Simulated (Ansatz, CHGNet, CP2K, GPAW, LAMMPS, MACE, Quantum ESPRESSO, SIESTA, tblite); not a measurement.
## CP2K runs on amorphous polyacrylonitrile (as short chains C14N4H18) at 360 K (108 atoms)

Wanted: CP2K inputs and outputs for amorphous polyacrylonitrile (as short chains C14N4H18) at 360 K (108 atoms), checked against a plane-wave reference.

Method: the method is named at each step, in CP2K 2026.2.

## 1. The starting structure

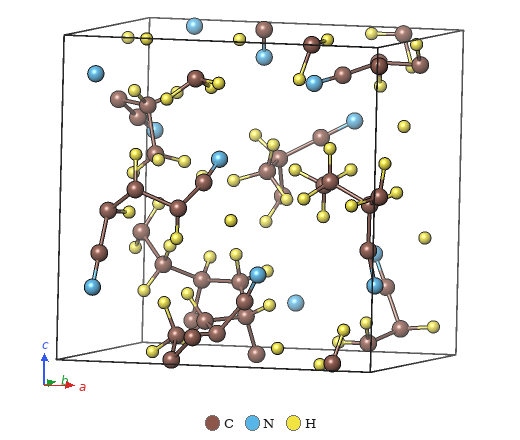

The cell as given, slightly off an axis (carbon brown, nitrogen blue, hydrogen yellow). Bonds to atoms that aren't drawn are left out. Some periodic images of atoms are drawn too.

The cell holds 108 atoms: 42 C, 12 N and 54 H. Cell: a = 10.346 Å, b = 10.346 Å, c = 10.346 Å, α = 90.0°, β = 90.0°, γ = 90.0°. 3 polyacrylonitrile chains of 4 units with methyl end groups placed at random, at 1.09 g/cm³; overlaps pushed apart, then 20 ps at 800 K with MMFF94 bonds, angles, torsions, charges and radii (Halgren, J. Comput. Chem. 17, 490 (1996)) in harmonic and 12-6 forms. Snapshot after 30 ps at 360 K and fixed volume.

The yardstick, on the same geometry:

- method: Kohn-Sham DFT, PBE, SSSP efficiency 1.3.0 pseudopotentials, plane waves (Quantum ESPRESSO 7.5); sssp-pbe-1.3.0-efficiency, cutoffs 60/480 Ry, Γ point
- r.m.s. force component: 1.208 eV/Å
- longest force: 5.409 eV/Å
- pressure: 3.22 GPa
- gap (highest filled to lowest empty level): 5.888 eV
- time: 1.8 min on 2 MPI ranks of Arm Neoverse V2, shared host
- CPU time: 3.6 min

## 2. PBE, DZVP-MOLOPT-SR, 600/50 Ry, OT DIIS

Method: Kohn-Sham DFT, PBE, GTH-PBE pseudopotentials, Gaussian and plane waves, DZVP-MOLOPT-SR-GTH, orbital transformation.

input.inp

```
&GLOBAL
  PROJECT cell
  RUN_TYPE ENERGY_FORCE
  PRINT_LEVEL LOW
&END GLOBAL
&FORCE_EVAL
  METHOD QS
  STRESS_TENSOR ANALYTICAL
  &DFT
    BASIS_SET_FILE_NAME BASIS_MOLOPT
    POTENTIAL_FILE_NAME GTH_POTENTIALS
    &MGRID
      CUTOFF 600
      REL_CUTOFF 50
      NGRIDS 5
    &END MGRID
    &QS
      EPS_DEFAULT 1.0E-12
    &END QS
    &SCF
      SCF_GUESS ATOMIC
      EPS_SCF 1.0E-06
      MAX_SCF 30
      &OT
        MINIMIZER DIIS
        PRECONDITIONER FULL_ALL
        ENERGY_GAP 0.001
      &END OT
      &OUTER_SCF
        EPS_SCF 1.0E-06
        MAX_SCF 8
      &END OUTER_SCF
      &PRINT
        &RESTART OFF
        &END RESTART
      &END PRINT
    &END SCF
    &XC
      &XC_FUNCTIONAL PBE
      &END XC_FUNCTIONAL
    &END XC
    &PRINT
      &MULLIKEN ON
      &END MULLIKEN
      &HIRSHFELD ON
        SHAPE_FUNCTION DENSITY
      &END HIRSHFELD
      &MO_CUBES
        NHOMO 1
        NLUMO 4
        WRITE_CUBE F
      &END MO_CUBES
    &END PRINT
  &END DFT
  &SUBSYS
    &CELL
      A 10.34621 0.00000 0.00000
      B 0.00000 10.34621 0.00000
      C 0.00000 0.00000 10.34621
    &END CELL
    &COORD
      C 0.73044 7.25176 3.71770
      C 1.68291 6.50435 2.75457
      C 2.69498 7.49448 2.24554
      C 2.27420 7.99576 0.90902
      N 1.98099 8.51441 10.24844
      C 4.12245 6.89006 2.27337
      C 4.61193 5.87934 1.24486
      C 4.79071 6.61599 0.00445
      N 4.64183 7.25683 9.43202
      C 3.58548 4.71042 1.12256
      C 4.33548 3.42656 0.81590
      C 5.32623 3.05275 1.89667
      N 5.88430 2.52023 2.79213
      C 3.27447 2.42050 0.77690
      C 3.48605 1.08718 0.07242
      C 4.39331 0.24376 0.86815
      N 5.13958 9.95378 1.46916
      C 4.06927 1.10001 9.05697
      H 1.20430 7.53711 4.62000
      H 10.22392 6.69679 3.91573
      H 0.30397 8.13843 3.15239
      H 2.08042 5.78105 3.40183
      H 1.21444 5.95787 1.93102
      H 2.69260 8.42492 2.92332
      H 4.11252 6.35599 3.16904
      H 4.78864 7.68237 2.59773
      H 5.47025 5.53729 1.65239
      H 3.00940 4.63965 1.97271
      H 2.85338 4.98791 0.51152
      H 4.85072 3.44136 10.20974
      H 2.38242 2.84500 0.19844
      H 2.87987 2.29789 1.80800
      H 2.56120 0.59791 10.29272
      H 4.30102 2.17446 8.72972
      H 4.98594 0.52704 8.97503
      H 3.24612 0.68399 8.39347
      C 1.73434 5.04150 6.35195
      C 1.39498 5.22701 7.88092
      C 0.19130 6.10933 7.98220
      C 0.49196 7.38823 7.34912
      N 0.77990 8.43382 6.88613
      C 10.03189 6.35423 9.44112
      C 8.56718 6.73807 9.44257
      C 7.67947 5.65886 9.06152
      N 6.97541 4.80126 8.81942
      C 8.27852 7.29967 0.45347
      C 8.95051 8.69454 0.86318
      C 8.35394 9.04321 2.15098
      N 7.91216 9.16105 3.19160
      C 8.52859 9.78017 10.18408
      C 8.83432 0.93592 0.17133
      C 10.01875 1.41236 9.66667
      N 0.57225 1.85425 9.03690
      C 7.66923 1.84152 10.23509
      H 2.51785 5.71152 6.10799
      H 2.11559 4.00719 6.24011
[... 48 atom lines left out ...]
      H 3.84310 9.35411 6.80243
      H 3.70487 7.35471 5.46114
      H 5.41107 7.55635 4.91207
      H 5.05071 7.09740 6.66037
    &END COORD
    &KIND C
      BASIS_SET DZVP-MOLOPT-SR-GTH-q4
      POTENTIAL GTH-PBE-q4
    &END KIND
    &KIND N
      BASIS_SET DZVP-MOLOPT-SR-GTH-q5
      POTENTIAL GTH-PBE-q5
    &END KIND
    &KIND H
      BASIS_SET DZVP-MOLOPT-SR-GTH-q1
      POTENTIAL GTH-PBE-q1
    &END KIND
  &END SUBSYS
  &PRINT
    &FORCES ON
    &END FORCES
    &STRESS_TENSOR ON
    &END STRESS_TENSOR
  &END PRINT
&END FORCE_EVAL
```

Launch:

```console
OMP_NUM_THREADS=1 mpirun -np 4 cp2k.psmp -i input.inp > output.txt
```

Numbers of over 12 decimals in the logs are rounded to 6 here.

The program printed:

```text
CP2K| version string:                                       CP2K version 2026.2
 CP2K| Input file name                                                 input.inp
 GLOBAL| Basis set file name                                        BASIS_MOLOPT
 GLOBAL| Potential file name                                      GTH_POTENTIALS
 GLOBAL| Run type                                                   ENERGY_FORCE
 GLOBAL| Total number of message passing processes                             4
 GLOBAL| Number of threads for this process                                    1
 TOTAL NUMBERS AND MAXIMUM NUMBERS
  Total number of            - Atomic kinds:                                   3
                             - Atoms:                                        108
                             - Shell sets:                                   108
                             - Shells:                                       432
                             - Primitive Cartesian functions:                540
                             - Cartesian basis functions:                   1026
                             - Spherical basis functions:                    972
  Maximum angular momentum of- Orbital basis functions:                        2
                             - Local part of the GTH pseudopotential:          2
                             - Non-local part of the GTH pseudopotential:      0
 SCF PARAMETERS         Density guess:                                    ATOMIC
                        max_scf:                                              30
                        eps_scf:                                        1.00E-06
                        Outer loop SCF in use
                        eps_scf                                         1.00E-06
                        max_scf                                                8
 Extrapolation method: initial_guess
 Number of electrons:                                                        282
[... lines left out ...]
  Step     Update method      Time    Convergence         Total energy    Change
[... lines left out ...]
  Total energy:                                              -389.881785
[... lines left out ...]
  Preconditioner : FULL_ALL            : diagonalization, state selective
  Precond_solver : DEFAULT
  stepsize       :    0.15000000                  energy_gap     :    0.00100000
  eps_taylor     :   0.10000E-15                  max_taylor     :             4
  ----------------------------------- OT ---------------------------------------
  Step     Update method      Time    Convergence         Total energy    Change
[...]
5 OT DIIS     0.15E+00    3.3     0.00000378      -389.8824375226 -1.30E-07
     6 OT DIIS     0.15E+00    3.3     0.00000083      -389.8824375747 -5.22E-08
  *** SCF run converged in     6 steps ***
  Electronic density on regular grids:       -282.0000000000        0.0000000000
  Core density on regular grids:              281.9999999998       -0.0000000002
  Total charge density on r-space grids:       -0.0000000002
  Total charge density g-space grids:          -0.0000000002
  Overlap energy of the core charge distribution:               0.000110365
  Self energy of the core charge distribution:               -934.443353
  Core Hamiltonian energy:                                    289.412538
  Hartree energy:                                             377.797072
  Exchange-correlation energy:                               -122.648805
  Total energy:                                              -389.882438
  outer SCF iter =    2 RMS gradient =   0.83E-06 energy =       -389.8824375747
  outer SCF loop converged in   2 iterations or   36 steps
 !-----------------------------------------------------------------------------!
                     Mulliken Population Analysis
 #  Atom  Element  Kind  Atomic population                           Net charge
       1     C        1          4.211022                             -0.211022
       2     C        1          4.112242                             -0.112242
       3     C        1          4.114217                             -0.114217
[...]
107     H        3          0.902825                              0.097175
     108     H        3          0.892650                              0.107350
 # Total charge                            282.000000                  0.000000
 !-----------------------------------------------------------------------------!
 !-----------------------------------------------------------------------------!
                           Hirshfeld Charges
  #Atom  Element  Kind  Ref Charge     Population                    Net charge
      1       C      1       4.000          4.132                        -0.132
      2       C      1       4.000          4.074                        -0.074
      3       C      1       4.000          3.990                         0.010
[...]
107       H      3       1.000          0.953                         0.047
    108       H      3       1.000          0.946                         0.054
  Total Charge                                                           -0.000
 !-----------------------------------------------------------------------------!
  Eigenvalues of the occupied subspace spin            1
      -0.66940172     -0.66576343     -0.66517160     -0.65837723
      -0.65765838     -0.65365295     -0.65229956     -0.65173840
      -0.65139576     -0.64497886     -0.64087362     -0.63377934
[...]
-0.09530425     -0.09378227     -0.09183538     -0.09020152
      -0.08670825
 Fermi Energy [eV] :   -2.359452
  Using OT eigensolver for additional unoccupied orbitals spin            1
  Lowest Eigenvalues of the unoccupied subspace spin            1
 WARNING : did not converge in ot_eigensolver
 number of iterations          299  exceeded maximum
 current gradient / target gradient   2.2887138833059499E-005  /    1.0000000000000001E-005
       0.13493512      0.13875827      0.14202212      0.14611099
 HOMO - LUMO gap [eV] :    6.031223
 ENERGY| Total FORCE_EVAL ( QS ) energy [hartree]           -389.882438
 FORCES| Atomic forces [hartree/bohr]
 FORCES|   Atom     x               y               z               |f|
 FORCES|      1 -6.01628344E-03  2.80644559E-02 -6.66536104E-02   7.25707456E-02
 FORCES|      2 -3.57630370E-02  1.94340805E-02  1.34855405E-02   4.28781774E-02
 FORCES|      3  1.43697303E-02  1.68593233E-02 -1.59878926E-02   2.73191991E-02
[...]
FORCES|    107 -7.73846191E-03 -3.75262116E-03  1.35198403E-02   1.60234840E-02
 FORCES|    108 -7.49642283E-03  9.76344670E-03 -1.66625413E-02   2.07162142E-02
 FORCES| Sum     3.32196898E-05  3.96086698E-05 -3.08013082E-04
 FORCES| Total atomic force                                       3.12321074E-04
 STRESS| Analytical stress tensor [bar]
 STRESS|                        x                   y                   z
 STRESS|      x        4.99141887756E+04  -7.56960117505E+03   3.06186750721E+02
 STRESS|      y       -7.56960117505E+03   3.25249285499E+04   6.70746342474E+02
 STRESS|      z        3.06186750721E+02   6.70746342474E+02   3.06267566619E+04
 STRESS| 1/3 Trace                                             3.76886246624E+04
```

Elapsed: 2.2 min, on 4 MPI ranks of Arm Neoverse V2, shared host; peak memory 2.6 GiB; 8.9 min of CPU time.

Banners, paths, timers and routine set-up lines are dropped from the logs unmarked, and long logs keep their key lines alone; longer cuts are marked.

The solver for the empty levels stopped short of its threshold, so the gap is rough; its iterations count in the time.

Compared with the plane-wave run:

```yaml
r_m_s_force_component: 1.244 eV/Å
r_m_s_difference_of_force_components: 137.2 meV/Å
longest_difference_of_force_vectors: 539.9 meV/Å
force_difference_over_r_m_s_force: 11.36 %
slope_of_forces_against_the_reference_s: 1.024
correlation_of_force_components: 0.9941
spacing_of_highest_filled_and_lowest_empty_level: 6.031 eV
gap_difference: 0.1436 eV
pressure: 3.769 GPa
pressure_difference: 0.5489 GPa
```

Length of the force difference by element (eV/Å):

| element | atoms | mean | most |
| --- | --- | --- | --- |
| C | 42 | 0.21 | 0.54 |
| H | 54 | 0.044 | 0.11 |
| N | 12 | 0.47 | 0.52 |

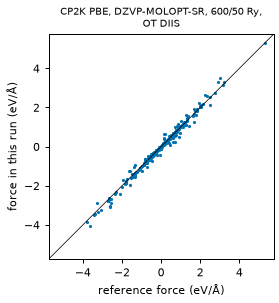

Force components against those of the reference; the line marks equality.

The surroundings of C51, picked at random, nearest first, numbered as they follow in the input and with coordinates relative to it.

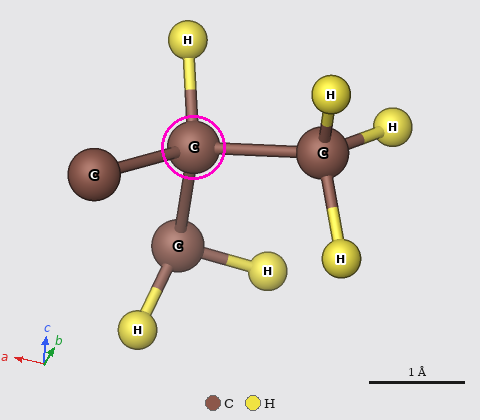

The atoms of the table, within 2.2 Å (arrows a, b, c point along x, y, z); some may hide others; the central atom is ringed.

| atom | x | y | z | distance (Å) | bonds | Hirshfeld charge (e) | Fx | Fy | Fz (eV/Å) |
| --- | --- | --- | --- | --- | --- | --- | --- | --- | --- |
| C51 | 0.00 | 0.00 | 0.00 | 0.00 | 4 | 0.01 | 2.10 | 0.99 | 0.21 |
| H69 | 0.25 | 0.37 | 1.05 | 1.14 | 1 | 0.05 | 0.33 | -1.43 | -0.76 |
| C54 | -1.17 | 0.91 | -0.28 | 1.50 | 4 | -0.13 | -1.45 | -0.98 | -3.23 |
| C52 | 1.18 | 0.48 | -0.85 | 1.53 | 2 | 0.12 | 0.09 | 0.19 | 0.42 |
| C50 | -0.31 | -1.50 | -0.33 | 1.57 | 4 | -0.07 | 2.17 | 0.81 | 0.77 |
| H71 | -1.98 | 0.61 | 0.37 | 2.11 | 1 | 0.03 | -0.16 | 0.03 | 0.09 |
| H68 | -1.33 | -1.61 | -0.35 | 2.12 | 1 | 0.04 | -2.78 | 0.05 | -0.29 |
| H67 | 0.03 | -1.64 | -1.36 | 2.13 | 1 | 0.04 | 0.26 | -0.53 | -0.01 |
| H72 | -0.94 | 1.95 | -0.18 | 2.17 | 1 | 0.03 | 0.17 | 0.68 | 0.18 |
| H70 | -1.50 | 0.73 | -1.39 | 2.17 | 1 | 0.04 | 0.29 | 0.50 | 1.88 |

Forces lie 11 % from the reference's, at 2.5 times its CPU time (on 4 against 2 cores).

## 3. PBE, SZV-MOLOPT-SR, 600/50 Ry, OT DIIS

Method: Kohn-Sham DFT, PBE, GTH-PBE pseudopotentials, Gaussian and plane waves, SZV-MOLOPT-SR-GTH, orbital transformation.

Changes to input.inp since step 2:

```diff
@@ -61,6 +61,31 @@
     &COORD
-[... 108 atom lines left out: the same atoms as in the first run ...]
+      SCALED
+      C 0.07060 0.70091 0.35933
+      C 0.16266 0.62867 0.26624
+      C 0.26048 0.72437 0.21704
+      C 0.21981 0.77282 0.08786
+      N 0.19147 0.82295 0.99055
+      C 0.39845 0.66595 0.21973
+      C 0.44576 0.56826 0.12032
+      C 0.46304 0.63946 0.00043
+      N 0.44865 0.70140 0.91164
+      C 0.34655 0.45528 0.10850
+      C 0.41904 0.33119 0.07886
+      C 0.51480 0.29506 0.18332
+      N 0.56874 0.24359 0.26987
+      C 0.31649 0.23395 0.07509
+      C 0.33694 0.10508 0.00700
+      C 0.42463 0.02356 0.08391
+      N 0.49676 0.96207 0.14200
+      C 0.39331 0.10632 0.87539
+      H 0.11640 0.72849 0.44654
+      H 0.98818 0.64727 0.37847
+[... 84 atom lines left out ...]
+      H 0.37145 0.90411 0.65748
+      H 0.35809 0.71086 0.52784
+      H 0.52300 0.73035 0.47477
+      H 0.48817 0.68599 0.64375
     &END COORD
     &KIND C
-      BASIS_SET DZVP-MOLOPT-SR-GTH-q4
+      BASIS_SET SZV-MOLOPT-SR-GTH-q4
       POTENTIAL GTH-PBE-q4
@@ -68,3 +93,3 @@
     &KIND N
-      BASIS_SET DZVP-MOLOPT-SR-GTH-q5
+      BASIS_SET SZV-MOLOPT-SR-GTH-q5
       POTENTIAL GTH-PBE-q5
@@ -72,3 +97,3 @@
     &KIND H
-      BASIS_SET DZVP-MOLOPT-SR-GTH-q1
+      BASIS_SET SZV-MOLOPT-SR-GTH-q1
       POTENTIAL GTH-PBE-q1
```

Launch:

```console
OMP_NUM_THREADS=2 cp2k.psmp -i input.inp > output.txt
```

The program printed:

```text
CP2K| version string:                                       CP2K version 2026.2
 CP2K| Input file name                                                 input.inp
 GLOBAL| Basis set file name                                        BASIS_MOLOPT
 GLOBAL| Potential file name                                      GTH_POTENTIALS
 GLOBAL| Run type                                                   ENERGY_FORCE
 GLOBAL| Total number of message passing processes                             1
 GLOBAL| Number of threads for this process                                    2
 TOTAL NUMBERS AND MAXIMUM NUMBERS
  Total number of            - Atomic kinds:                                   3
                             - Atoms:                                        108
[... lines left out ...]
 Number of electrons:                                                        282
[... lines left out ...]
  Step     Update method      Time    Convergence         Total energy    Change
[... lines left out ...]
  Total energy:                                              -387.939399
[... lines left out ...]
  Step     Update method      Time    Convergence         Total energy    Change
[... lines left out ...]
  *** SCF run converged in    10 steps ***
[... lines left out ...]
  Total energy:                                              -388.081930
[... lines left out ...]
  outer SCF loop converged in   2 iterations or   40 steps
[... lines left out ...]
  Total Charge                                                           -0.000
 !-----------------------------------------------------------------------------!
  Eigenvalues of the occupied subspace spin            1
      -0.70337144     -0.70060578     -0.69233347     -0.68921037
      -0.68581756     -0.68426031     -0.68200261     -0.68052603
      -0.67631076     -0.67570541     -0.66144878     -0.65001552
[...]
-0.07857954     -0.07679185     -0.07550484     -0.06958814
      -0.06695149
 Fermi Energy [eV] :   -1.821843
  Using OT eigensolver for additional unoccupied orbitals spin            1
  Lowest Eigenvalues of the unoccupied subspace spin            1
 OT| Eigensolver reached convergence in 77 iterations
       0.18753640      0.19091116      0.19513876      0.19654873
 HOMO - LUMO gap [eV] :    6.924968
 ENERGY| Total FORCE_EVAL ( QS ) energy [hartree]           -388.081930
 FORCES| Atomic forces [hartree/bohr]
 FORCES|   Atom     x               y               z               |f|
 FORCES|      1 -2.09019918E-02  4.33972712E-02 -6.97954514E-02   8.48034282E-02
 FORCES|      2 -4.25224459E-02  1.36505929E-03  1.84119287E-02   4.63575335E-02
 FORCES|      3  1.71307596E-02  3.55556678E-02 -1.71236660E-02   4.30219522E-02
[...]
FORCES|    107 -1.38484459E-02 -4.01873761E-03  2.21586338E-02   2.64373743E-02
 FORCES|    108 -1.06200850E-02  1.52823887E-02 -2.50145435E-02   3.11779569E-02
 FORCES| Sum     1.28043466E-04  1.55191241E-04 -8.05989894E-05
 FORCES| Total atomic force                                       2.16738662E-04
 STRESS| Analytical stress tensor [bar]
 STRESS|                        x                   y                   z
 STRESS|      x        9.58539258309E+04  -7.55830231918E+03   6.32569527764E+03
 STRESS|      y       -7.55830231918E+03   8.45396432586E+04  -1.06169079453E+04
 STRESS|      z        6.32569527764E+03  -1.06169079453E+04   1.07729347351E+05
 STRESS| 1/3 Trace                                             9.60409721469E+04
```

The job ended after 2.7 min (2 threads; peak memory 1.6 GiB; 5 min of CPU time).

Compared with the plane-wave run:

```
r.m.s. force component                           : 2.43 eV/Å
r.m.s. difference of force components            : 1888 meV/Å
longest difference of force vectors              : 8375 meV/Å
force difference over r.m.s. force               : 156.3 %
slope of forces against the reference's          : 1.302
correlation of force components                  : 0.6472
gap (highest filled to lowest empty level) : 6.925 eV
gap difference                                   : 1.037 eV
pressure                                         : 9.604 GPa
pressure difference                              : 6.384 GPa
```

This is a coarse setting, run to see what it loses.

Against the first run (11 %), the force difference from the reference is 156 %, at 0.56 times the CPU time (on 2 against 4 cores), with 270 basis functions against 972: the smaller basis costs accuracy.

The difference per atom is largest on N (7.0 eV/Å on average, against 2.6 on C).

[end of part 1 of 2]

[Also dropped from logs without a mark: logging warnings of Python, and SIESTA's first energy breakdown and zero terms.]

[Logs are printed without paths, hosts, clocks, repeated set-up lines and the standing remarks that a program may print on its own settings, such as how far it seeks lower states.]

[Hosts, paths, dates, database ids (printed as entryN), source tags and the programs' standing remarks are cut or masked in the printed files.]

[The MMFF94 radii named for the starting cell were scaled by 0.96; in molecules described by MMFF94, hydrogen bound to N, O or S took a small fixed 12-6 site in their place.]
